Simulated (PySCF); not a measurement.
## A study: C$_{3}$H$_{8}$BP, SMILES `[BH3-][PH+](C)C#C`

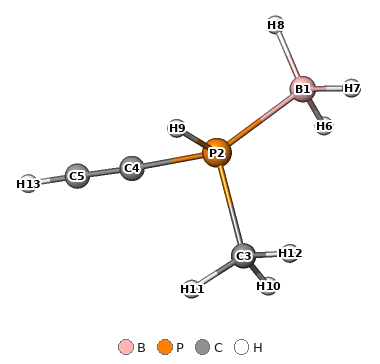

The molecule, with its atoms numbered as below. No frequency check shows the geometry to be a minimum.

Coordinates in Å:

```
B1       1.4687    1.4904   -0.3234
P2       0.4041    0.0495    0.3524
C3       0.8320   -1.6191   -0.2779
C4      -1.3302    0.1088    0.0669
C5      -2.4968    0.2411   -0.1931
H6       1.2946    1.4431   -1.5036
H7       2.5796    1.2030    0.0035
H8       1.0604    2.4869    0.1804
H9       0.3622   -0.2151    1.7230
H10      0.7600   -1.6033   -1.3652
H11      0.1693   -2.3843    0.1217
H12      1.8628   -1.8393   -0.0033
H13     -3.5237    0.3304   -0.4007
```

Part 1: Bonding charge

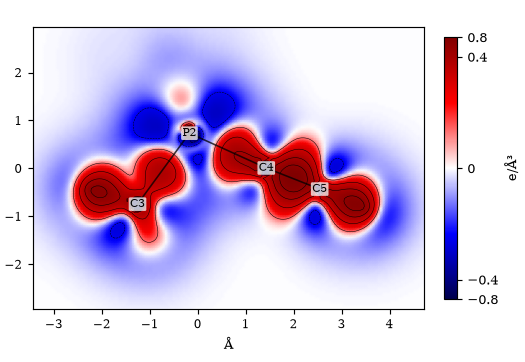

Deformation density (molecule less spherical, spin-averaged free atoms) in the plane of P2, C3, C4 and C5; colour scale in e/Å³, logarithmic beyond ±0.1; red: gain, blue: loss.

PySCF calculation, PBE0/def2-SVP, gas phase; geometry: GFN2-xTB.

**How much density has each bond in this plane gained at its critical point, relative to the free atoms?**

C4–C5: +0.80 e/Å³ at the bond critical point (bond length 1.20 Å, Mayer order 2.7). P2–C3: +0.17 e/Å³ at the bond critical point (bond length 1.83 Å, Mayer order 1.0). P2–C4: +0.11 e/Å³ at the bond critical point (bond length 1.76 Å, Mayer order 0.9); up to 0.6 Å beside the axis the gain reaches +0.43 e/Å³. In all, 2.9 electrons gather in the regions of gain relative to the promolecule. A small or negative value marks a very polar bond, one between electron-rich atoms, whose free-atom densities already overlap strongly, a long bond to a heavier atom, or a closed-shell contact such as a hydrogen bond.

Part 2: Local ionisation energy

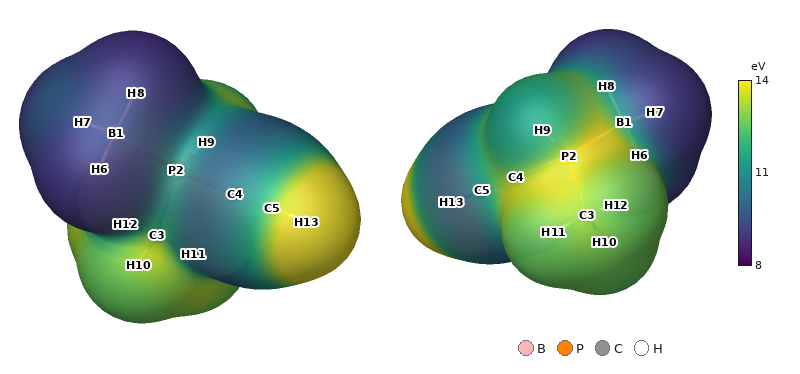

Average local ionisation energy on the surface of electron density 0.001 a.u. (back view left, front view right).

**Locate the minima of the map.**

The lowest value is 8.9 eV, 1.4 Å from H8. Further minima include 9.8 eV, off the C4–C5 bond (2.1 Å from its atoms). For comparison, the highest occupied orbital lies at −8.2 eV.

**What volume does the surface enclose, and what is the dipole moment?**

About 137 Å³; the dipole moment is 4.7 D.

Part 3: Removing or adding an electron

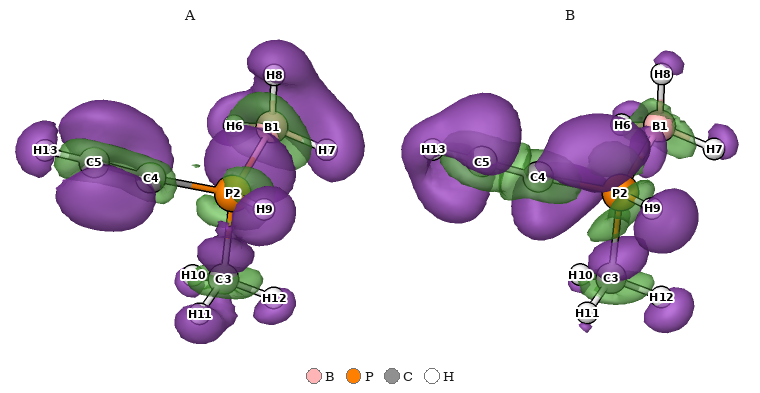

The two Fukui functions at ±0.02 e/Å³ (purple positive, green negative).

Level of theory: M06-2X/def2-SVP (PySCF), at a geometry from GFN2-xTB.

**Which panel is f⁻ (electron removed) and which f⁺ (electron added)?**

A is f⁻, B is f⁺. f⁻ (Hirshfeld-condensed) is largest on C5 (0.19), B1 (0.13) and P2 (0.12); the vertical ionisation energy is 10.47 eV. f⁺ (Hirshfeld-condensed) is largest on C5 (0.22), P2 (0.14) and C4 (0.12); the vertical electron affinity is −1.55 eV (the stability of the anion's solution wasn't checked; negative, but this basis has no diffuse functions, so it doesn't show that the anion is unbound).

**What chemical potential and hardness follow from the two energies?**

μ = −(I + A)/2 = −4.46 eV and η = I − A = 12.03 eV.

Part 4: Localised orbitals

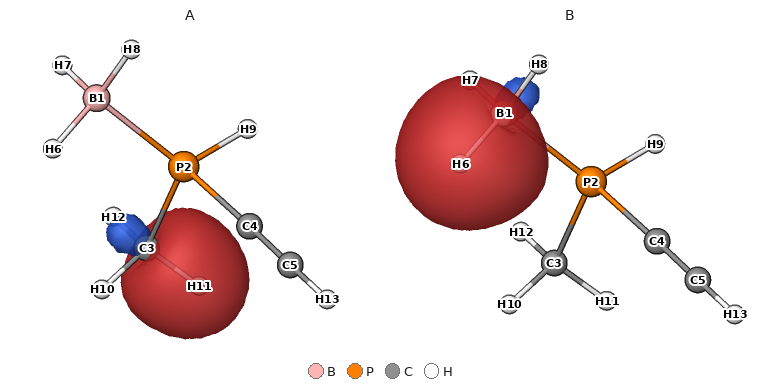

Intrinsic bond orbitals (IBO), occupied; each surface holds about 80 % of the orbital's density. Energies are diagonal elements of the Fock matrix.

PySCF calculation, r2SCAN/def2-TZVP, gas phase; geometry: GFN2-xTB.

**Identify each orbital.**

By panel:
- A: σ bond C3–H11 (C3 59 %, H11 41 %; −13.2 eV)
- B: σ bond B1–H6 (B1 50 %, H6 48 %; −8.8 eV)

The PySCF runs shown took 16 s, 14 min and 2.4 min on 1 thread of Arm Neoverse V1 (shared host).
